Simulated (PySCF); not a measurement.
C₅H₁₀O, SMILES C(C)/C=C\OC at its GFN2-xTB optimised geometry (Å):

```
16

C      1.4260    -0.9464     0.0000
C     -0.1021    -0.9464     0.0000
C     -0.6465     0.4476     0.0000
C     -1.4472     0.9430     0.9337
O     -1.8788     0.2112     2.0044
C     -2.7227     0.8908     2.8977
H      1.8076    -0.4228    -0.8742
H      1.8065    -1.9653    -0.0144
H      1.8035    -0.4486     0.8902
H     -0.4751    -1.4721     0.8788
H     -0.4570    -1.4720    -0.8919
H     -0.3475     1.0892    -0.8147
H     -1.8076     1.9653     0.8871
H     -2.9741     0.1813     3.6843
H     -3.6430     1.2246     2.4049
H     -2.2220     1.7591     3.3413
```

Level of theory: B3LYP/def2-TZVP in PySCF 2.14.0. Cells within 0.4 Å of a nucleus heavier than hydrogen are left out (blank, or x).

Map of the electrostatic potential (hartree/e), clipped to [-0.08, 0.12] on the plane z = 0.0 Å:

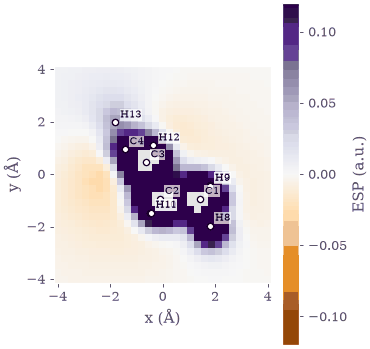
Fig. 1. Electrostatic potential (hartree/e), clipped to [-0.08, 0.12] on the plane z = 0.0 Å.
